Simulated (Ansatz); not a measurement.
```xyz
8
charge 0, multiplicity 1
B     1.1296    0.0854    0.7007
C     0.0383    0.7377   -0.1144
Si   -1.1645   -0.3373   -0.6938
H    -2.3461    0.0392   -1.5102
H     0.0009    1.8022   -0.3233
H     2.0334    0.7148    1.1753
H     1.1024   -1.1029    0.8878
H    -1.1038   -1.7839   -0.4034
```

Describe the molecule in this file.

It has 8 atoms: 1 carbon, 5 hydrogen, 1 boron and 1 silicon (CH5BSi). This geometry has Cs symmetry. All atoms lie on one plane. Coordination: 1 B trigonal planar; 1 C trigonal planar; 1 Si trigonal planar.

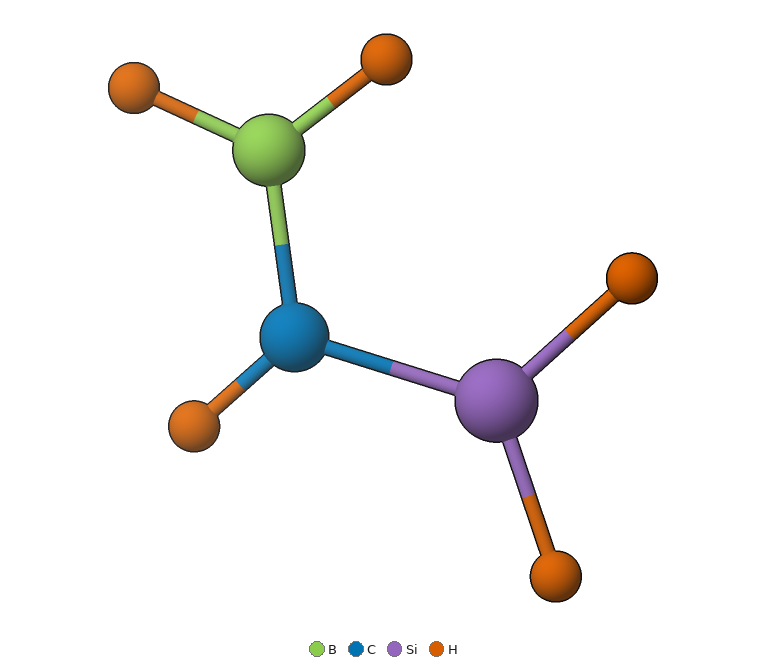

Figure made from data computed with Ansatz.
